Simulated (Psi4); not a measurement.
**BSiH5 (BH2(SiH3)) at FNO-CCSD(T)/heavy-aug-cc-pVDZ (density fitting, density fitting for correlation, occ tolerance 1e-06)**

Aim: the energy difference between two shapes of BSiH5 (BH2(SiH3)) at FNO-CCSD(T)/heavy-aug-cc-pVDZ (density fitting, density fitting for correlation, occ tolerance 1e-06), from 2 runs. 

The calculation is run with Psi4 1.11.

4 further runs of the same task are left out: 1 that didn't finish, 3 set aside as unsound or not needed.

**1. The molecule**

BSiH5 has 7 atoms, charge 0, and is taken as a singlet. SMILES: `[H]B([H])[SiH3]`. The coordinates come from a GFN2-xTB relaxation.

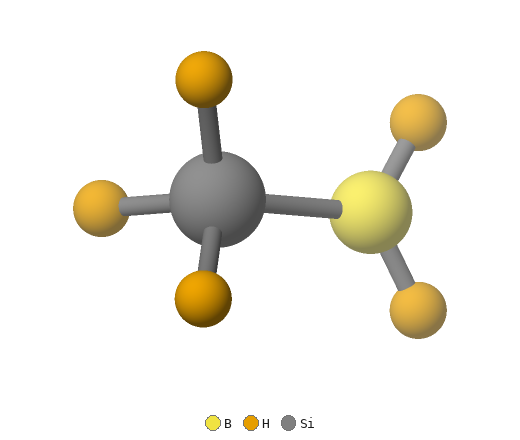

Viewed from a chosen angle; boron yellow, hydrogen amber, silicon grey.

**2. A single-point energy at FNO-CCSD(T)/heavy-aug-cc-pVDZ (density fitting, density fitting for correlation, occ tolerance 1e-06)**

The input, bh5si.xyz:

```xyz
7
BH5Si
B      0.595540     1.038560     0.005960
H      1.765140     1.076930     0.027400
H      0.039220     2.066980    -0.048000
Si    -0.377680    -0.657970     0.018400
H     -1.713750    -0.605710     0.632990
H      0.300530    -1.764180     0.713070
H     -0.608990    -1.154610    -1.349820
```

The input, run.py:

```python
import psi4

psi4.set_memory('1600 MB')
psi4.set_num_threads(1)
psi4.set_output_file('bh5si.out', False)

with open('bh5si.xyz') as f:
    atoms = ''.join(f.readlines()[2:])
m = psi4.geometry('0 1\n' + atoms + '')

options = {'basis': 'heavy-aug-cc-pVDZ', 'scf_type': 'df', 'freeze_core': True, 'cc_type': 'df', 'occ_tolerance': 1e-06}
psi4.set_options(options)

energy_value = psi4.energy('fno-ccsd(t)', molecule=m)
print(f'total energy {energy_value:.8f} hartree = {energy_value * 27.211386:.5f} eV')
```

Run with:

```sh
$ python run.py
```

bh5si.out:

```text
[...]
  Running in c1 symmetry.
[...]
  Nuclear repulsion =   48.520134215931222
[...]
  Multiplicity = 1
[...]
  Nalpha       = 12
  Nbeta        = 12
[...]
    Number of basis functions: 75
[...]
   @DF-RHF iter   1:  -316.43372613143663   -7.56970e-01   2.23007e-03 DIIS/ADIIS
[...]
   @DF-RHF iter  10:  -316.47656664138384   -5.11591e-12   6.54360e-09 DIIS
[...]
    Orbital Energies [Eh]
    ---------------------
    Doubly Occupied:
       1A    -68.758059     2A     -7.619158     3A     -6.111893
       4A     -4.217869     5A     -4.217606     6A     -4.217309
       7A     -0.759108     8A     -0.662119     9A     -0.518964
      10A     -0.475445    11A     -0.459791    12A     -0.431541
[...]
  @DF-RHF Final Energy:  -316.47656664138384
   => Energetics <=
    Nuclear Repulsion Energy =             48.5201342159312219
    One-Electron Energy =                -533.0956758999703879
    Two-Electron Energy =                 168.0989750426553542
    Total Energy =                       -316.4765666413838403
[...]
 Multipole Moments:
 ------------------------------------------------------------------------------------
     Multipole            Electronic (a.u.)      Nuclear  (a.u.)        Total (a.u.)
 ------------------------------------------------------------------------------------
 L = 1.  Multiply by 2.5417464519 to convert [e a0] to [Debye]
 Dipole X            :          0.5669985           -0.4196213            0.1473771
 Dipole Y            :          0.9904337           -0.7339289            0.2565049
 Dipole Z            :          0.0872881           -0.0755342            0.0117538
 Magnitude           :                                                    0.2960624
[...]
      * MP2 total energy:                  -316.669089159057
[...]
      * CCSD total energy:                 -316.715340688519
[...]
      * CCSD(T) total energy                -316.720713343813
[...]
```

On the terminal:

```text
total energy -316.72071334 hartree = -8618.40958 eV
```

Run time: 4.8 s. Hardware: 1 thread of Intel Xeon 6975P-C (Granite Rapids), shared host; peak memory 0.32 GiB.

**3. The distorted shape at the same level**

The input, bh5si.json:

```json
{
 "schema_name": "qcschema_input",
 "schema_version": 1,
 "molecule": {
  "schema_name": "qcschema_molecule",
  "schema_version": 2,
  "symbols": ["B", "H", "H", "Si", "H", "H", "H"],
  "geometry": [1.03519575, 1.93795194, 0.01607023, 3.31652604, 2.14241841, 0.04372637, 0.03338768, 3.89582914, -0.12287944, -0.68937587, -1.29479121, 0.04796881, -3.2411562, -1.17430794, 1.22183455, 0.55933437, -3.30562799, 1.36928421, -1.17473124, -2.13769599, -2.56914881],
  "molecular_charge": 0,
  "molecular_multiplicity": 1
 },
 "driver": "energy",
 "model": {
  "method": "fno-ccsd(t)",
  "basis": "heavy-aug-cc-pVDZ"
 },
 "keywords": {
  "scf_type": "df",
  "freeze_core": true,
  "cc_type": "df",
  "occ_tolerance": 1e-06
 }
}
```

Run with:

```sh
$ psi4 --qcschema bh5si.json -n 1 --memory 1600MB
```

stdout:

```text
[...]
  Running in c1 symmetry.
[...]
  Nuclear repulsion =   48.659429992746638
[...]
  Multiplicity = 1
[...]
  Nalpha       = 12
  Nbeta        = 12
[...]
    Number of basis functions: 75
[...]
   @DF-RHF iter   1:  -316.43095058742188   -7.45316e-01   2.25889e-03 ADIIS/DIIS
[...]
   @DF-RHF iter  10:  -316.47465767878799   -9.32232e-12   6.92725e-09 DIIS
[...]
    Orbital Energies [Eh]
    ---------------------
    Doubly Occupied:
       1A    -68.758016     2A     -7.619458     3A     -6.112651
       4A     -4.218559     5A     -4.218350     6A     -4.218099
       7A     -0.760452     8A     -0.660781     9A     -0.510284
      10A     -0.481233    11A     -0.458318    12A     -0.435031
[...]
  @DF-RHF Final Energy:  -316.47465767878799
   => Energetics <=
    Nuclear Repulsion Energy =             48.6594299927466380
    One-Electron Energy =                -533.3657065431007140
    Two-Electron Energy =                 168.2316188715660701
    Total Energy =                       -316.4746576787879917
[...]
 Multipole Moments:
 ------------------------------------------------------------------------------------
     Multipole            Electronic (a.u.)      Nuclear  (a.u.)        Total (a.u.)
 ------------------------------------------------------------------------------------
 L = 1.  Multiply by 2.5417464519 to convert [e a0] to [Debye]
 Dipole X            :          0.5506147           -0.4025060            0.1481087
 Dipole Y            :          0.7535635           -0.5819124            0.1716511
 Dipole Z            :          0.1227213           -0.1018885            0.0208329
 Magnitude           :                                                    0.2276715
[...]
      * MP2 total energy:                  -316.667528116809
[...]
      * CCSD total energy:                 -316.713855760960
[...]
      * CCSD(T) total energy                -316.719253604354
[...]
```

The result, in JSON:

```text
{
 "driver": "energy",
 "model": {
  "method": "fno-ccsd(t)",
  "basis": "heavy-aug-cc-pVDZ"
 },
 "success": true,
 "return_result": -316.7192536043543,
 "properties": {
  "calcinfo_nbasis": 75,
  "calcinfo_nmo": 75,
  "calcinfo_nalpha": 12,
  "calcinfo_nbeta": 12,
  "calcinfo_natom": 7,
  "nuclear_repulsion_energy": 48.65942999274664,
  "return_energy": -316.7192536043543,
  "scf_one_electron_energy": -533.3657065431007,
  "scf_two_electron_energy": 168.23161887156607,
  "scf_dipole_moment": [0.1481087312483872, 0.1716510730175771, 0.0208328620093986],
  "scf_total_energy": -316.474657678788,
  "scf_iterations": 10,
  "mp2_same_spin_correlation_energy": -0.026193049211059784,
  "mp2_opposite_spin_correlation_energy": -0.1666773888098003,
  "mp2_singles_energy": 0.0,
  "mp2_doubles_energy": -0.19287043802086007,
  "mp2_correlation_energy": -0.19287043802086007,
  "mp2_total_energy": -316.66752811680885,
  "ccsd_same_spin_correlation_energy": -0.028701337130295105,
  "ccsd_opposite_spin_correlation_energy": -0.21049674504185098,
  "ccsd_singles_energy": 0.0,
  "ccsd_doubles_energy": -0.23919808217214608,
  "ccsd_correlation_energy": -0.23919808217214608,
  "ccsd_total_energy": -316.71385576096014,
  "ccsd_iterations": 15,
  "ccsd_prt_pr_correlation_energy": -0.24459592556635595,
  "ccsd_prt_pr_total_energy": -316.7192536043543
 }
}
```

Wall time 4.8 s (1 thread of Intel Xeon 6975P-C (Granite Rapids), shared host); peak memory 0.31 GiB.

**4. What came out**

At FNO-CCSD(T)/heavy-aug-cc-pVDZ (density fitting, density fitting for correlation, occ tolerance 1e-06), 6 core orbitals frozen:

| quantity | value |
| --- | --- |
| first shape: total energy | -316.72071 Eh |
| first shape: HOMO energy (Hartree–Fock orbitals) | -11.74 eV |
| first shape: LUMO energy (Hartree–Fock orbitals) | 0.69 eV |
| first shape: HOMO–LUMO gap (Hartree–Fock orbitals) | 12.43 eV |
| first shape: correlation energy (6 core orbitals frozen) | -244.1 mEh |
| first shape: (T) correction | -5.37 mEh |
| first shape: T1 diagnostic | 0.013 |
| distorted shape: total energy | -316.71925 Eh |
| distorted shape: HOMO energy (Hartree–Fock orbitals) | -11.84 eV |
| distorted shape: LUMO energy (Hartree–Fock orbitals) | 0.72 eV |
| distorted shape: HOMO–LUMO gap (Hartree–Fock orbitals) | 12.55 eV |
| distorted shape: correlation energy (6 core orbitals frozen) | -244.6 mEh |
| distorted shape: (T) correction | -5.40 mEh |
| distorted shape: T1 diagnostic | 0.013 |
| energy change with the atoms displaced | 0.040 eV |

**Reading.** With the atoms displaced the energy rises by 0.04 eV (0.9 kcal/mol). The first shape isn't relaxed at this level, so the change isn't measured from a minimum. The triples (first shape) make up 2.2 % of the correlation energy. The triples (distorted shape) make up 2.2 % of the correlation energy.
